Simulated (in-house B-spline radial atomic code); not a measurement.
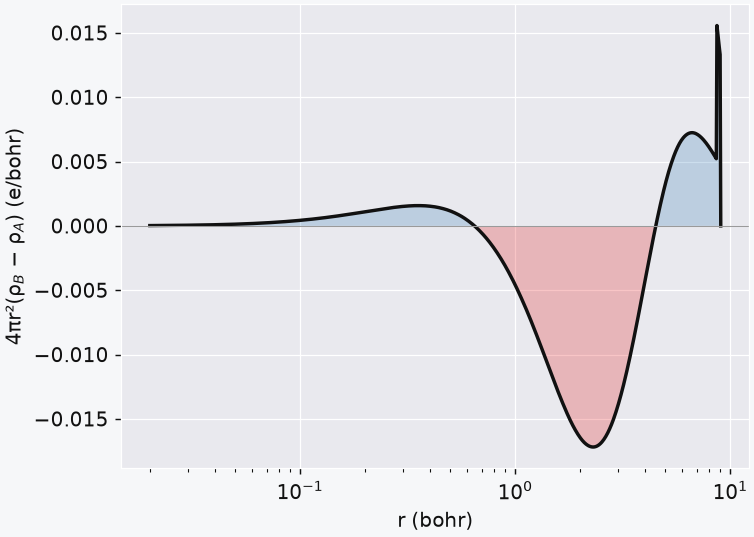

The hydrogen ion H⁻ in 1s2 was computed by two methods: CAM-B3LYP; LC-wPBE. Both runs are non-relativistic, spin-polarised and spherical. Computed with an in-house B-spline radial code.

The plot shows the radial density of run B less that of run A; on the logarithmic r axis, areas aren't charges.

A is LC-wPBE and B is CAM-B3LYP.

### Where does the charge move between the methods?

B holds 0.034 electrons more than A where the difference is positive (most at r = 8.7 bohr) and as many fewer where it is negative (most at r = 2.3 bohr), out of 2 electrons.
